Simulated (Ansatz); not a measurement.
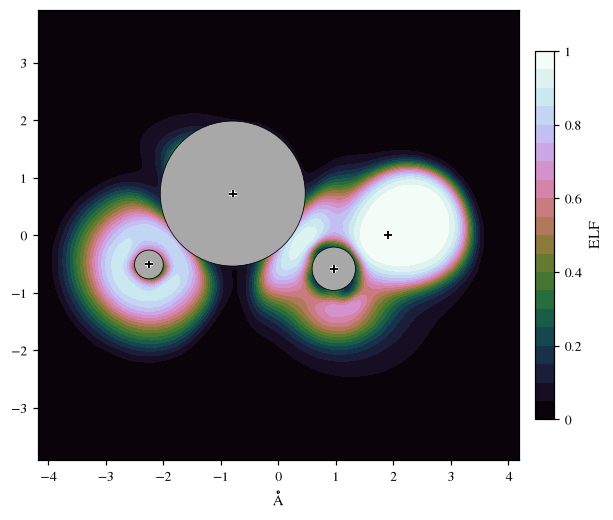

The electron localisation function on a plane through atoms (crosses mark nuclei in the plane; grey discs cover the cores).

Method: RKS PBE/def2-SVP in Ansatz 0.2.0.

Candidates:
A. CH$_{3}$Cl$_{2}$FHf
B. CH$_{6}$Si···H$_{2}$O

Which system is this?

Answer. Candidate A: CH$_{3}$Cl$_{2}$FHf on the plane of atoms F2, Hf1 and C3, which holds Hf, F, C and H. Hf–F (1.91 Å): the ELF peaks at about 0.85 in the valence shell of F, 0.5 Å from its nucleus, and drops to about 0.20 between the two atoms. C–Hf (2.19 Å): the ELF peaks at about 0.95 in the valence shell of C, 0.7 Å from its nucleus, and is about 0.50 at the midpoint.
